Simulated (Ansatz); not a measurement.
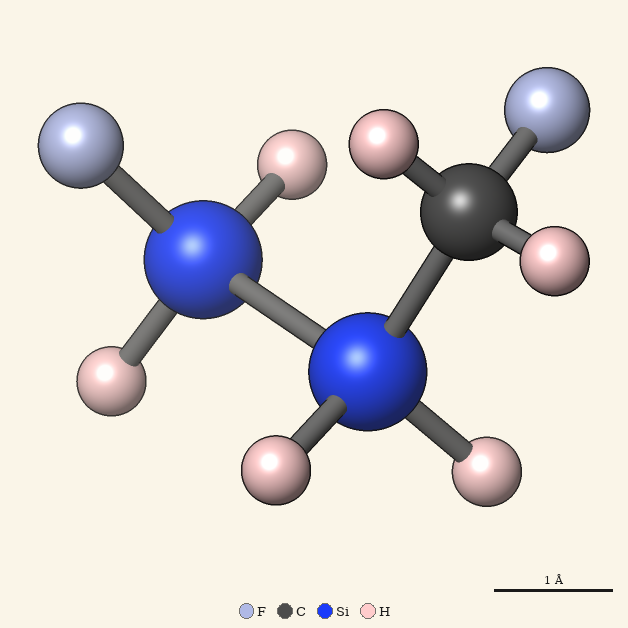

The picture shows a molecular structure as a ball-and-stick model. Every bond is drawn as one stick, whatever its order.

Question: What is the molecular formula?

Answer: CH6F2Si2, 11 atoms: 1 carbon, 6 hydrogen, 2 fluorine and 2 silicon.

Question: Write the SMILES.

Answer: FC[SiH2][SiH2]F

Question: Which point group does it belong to?

Answer: C1.

More results for the same structure follow; atom numbers are the same in all pictures, views and colours differ. The computed structure is the end point of a PBE0-D4/def2-TZVP optimisation.

Shape

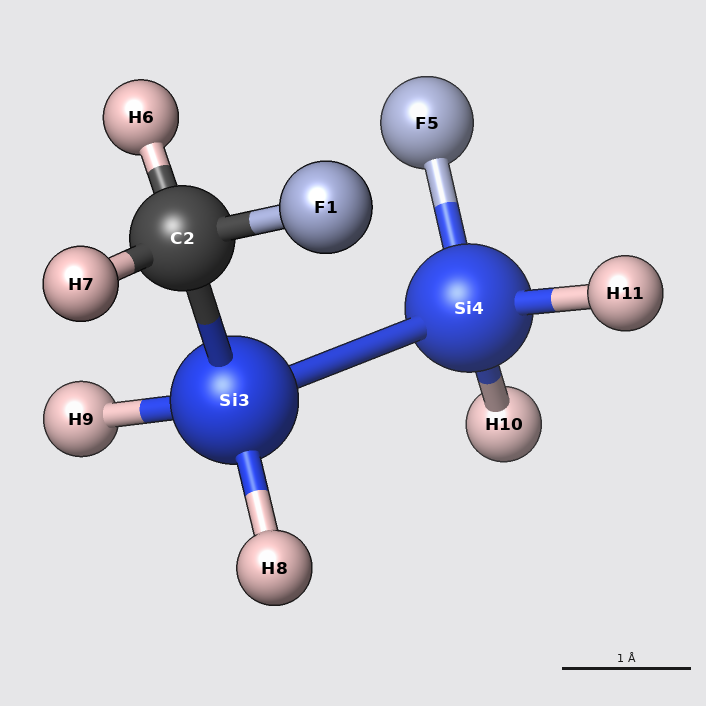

List the bonds and their lengths.

| bond | length (Å) | order |
| --- | --- | --- |
| F1–C2 | 1.391 | single |
| C2–Si3 | 1.901 | single |
| C2–H6 | 1.095 | single |
| C2–H7 | 1.095 | single |
| Si3–Si4 | 2.344 | single |
| Si3–H8 | 1.489 | single |
| Si3–H9 | 1.490 | single |
| Si4–F5 | 1.608 | single |
| Si4–H10 | 1.487 | single |
| Si4–H11 | 1.485 | single |

Vibrations

Harmonic vibrations computed with RKS PBE0-D4/def2-TZVP (Ansatz 0.2.0) at a stationary point of the same level.

Question: How many vibrational modes are there, and where do they lie?

Answer: 27 modes: 37, 73, 98, 190, 276, 391, 416, 543, 621, 652, 728, 782, 844, 851, 899, 917, 951, 1059, 1245, 1310, 1465, 2208, 2218, 2225, 2238, 3047, 3102 cm⁻¹.

Electronic properties

Properties computed with RKS CAM-B3LYP-D4/def2-TZVPP (Ansatz 0.2.0).

What does the calculation give?

- HOMO energy (Kohn–Sham orbital): −9.61 eV
- LUMO energy (Kohn–Sham orbital): 0.33 eV
- HOMO–LUMO gap: 9.94 eV
- dispersion correction: −18.8 kJ/mol

Dipole moment

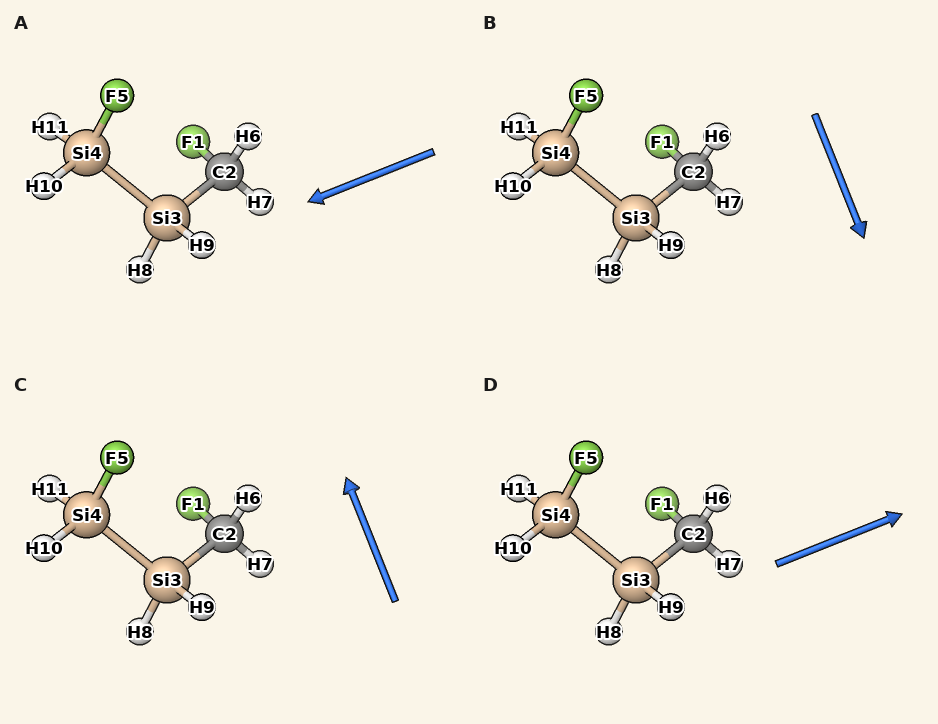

The same molecule four times, each with an arrow. Level of theory: RKS B3LYP-D4/def2-TZVPP (Ansatz 0.2.0).

Question: Which arrow points along the dipole moment, from the negative to the positive end?

Answer: B. The dipole moment is 1.75 D; it points from the side of H11 to the side of H9 (the outermost atoms at the two ends).

Charges

The questions are on Mulliken charges. Level of theory: RKS PBE0-D4/def2-TZVP (Ansatz 0.2.0).

Question: Which atom carries the highest charge (most positive or least negative)?

Answer: Si4 (0.39 e).

Question: And the lowest?

Answer: F5 (−0.32 e).

Give the Mulliken charges atom by atom.

```
atom  value (e)
  F1      −0.23
  C2      −0.09
 Si3       0.06
 Si4       0.39
  F5      −0.32
  H6       0.13
  H7       0.13
  H8      −0.01
  H9      −0.01
 H10      −0.03
 H11      −0.02
```

Mulliken values depend strongly on the basis set and can even reverse the polarity of a bond.
